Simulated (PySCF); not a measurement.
```yaml
atoms:
  - { symbol: N, position_ang: [-0.4832, 0.8897, 2.8659] }
  - { symbol: C, position_ang: [-0.4496, 1.0650, 1.7375] }
  - { symbol: C, position_ang: [-0.4091, 1.2271, 0.2961] }
  - { symbol: F, position_ang: [-1.5127, 1.9509, -0.1198] }
  - { symbol: C, position_ang: [-0.4101, -0.1440, -0.3294] }
  - { symbol: Si, position_ang: [-2.1313, -0.7605, -0.8390] }
  - { symbol: C, position_ang: [0.7250, -0.8298, -0.4517] }
  - { symbol: Si, position_ang: [2.4557, -0.2722, 0.0559] }
  - { symbol: H, position_ang: [0.4770, 1.8180, 0.0225] }
  - { symbol: H, position_ang: [-1.9748, -2.1682, -1.2054] }
  - { symbol: H, position_ang: [-2.5860, 0.0368, -1.9765] }
  - { symbol: H, position_ang: [-3.0218, -0.6034, 0.3088] }
  - { symbol: H, position_ang: [0.6429, -1.8180, -0.8871] }
  - { symbol: H, position_ang: [2.4753, 0.0602, 1.4808] }
  - { symbol: H, position_ang: [2.8111, 0.9173, -0.7282] }
  - { symbol: H, position_ang: [3.3839, -1.3600, -0.2419] }
```

Geometry: GFN2-xTB.

Method: CAM-B3LYP/def2-SVPD, SCF density, gas phase (PySCF).

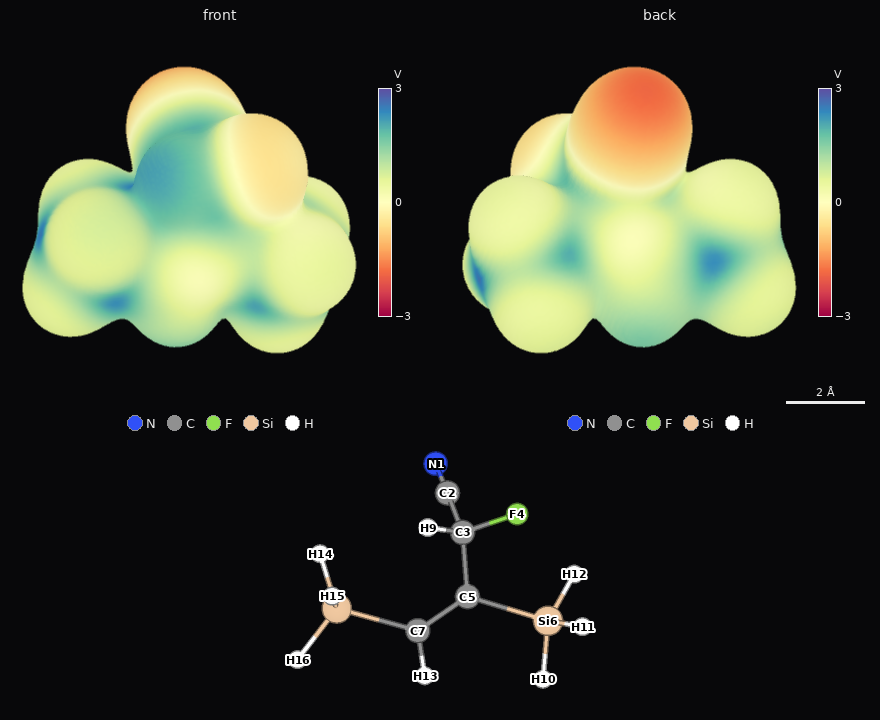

C$_{4}$H$_{8}$FNSi$_{2}$ (SMILES N#C[C@H](F)/C([SiH3])=C\[SiH3]). The electrostatic potential painted on the density surface at 0.004 e/bohr³, seen from the front and from behind; red is negative and blue positive. The bare structure is drawn below in the same view.

Which sites attract a positive test charge, and which a negative one?

A positive charge is drawn to the negative regions and a negative charge to the positive ones. The most negative region (about −1.8 V) lies over N1, the most positive (about +2.4 V) over Si6 and Si8. N1 is the likeliest acceptor of a hydrogen bond.
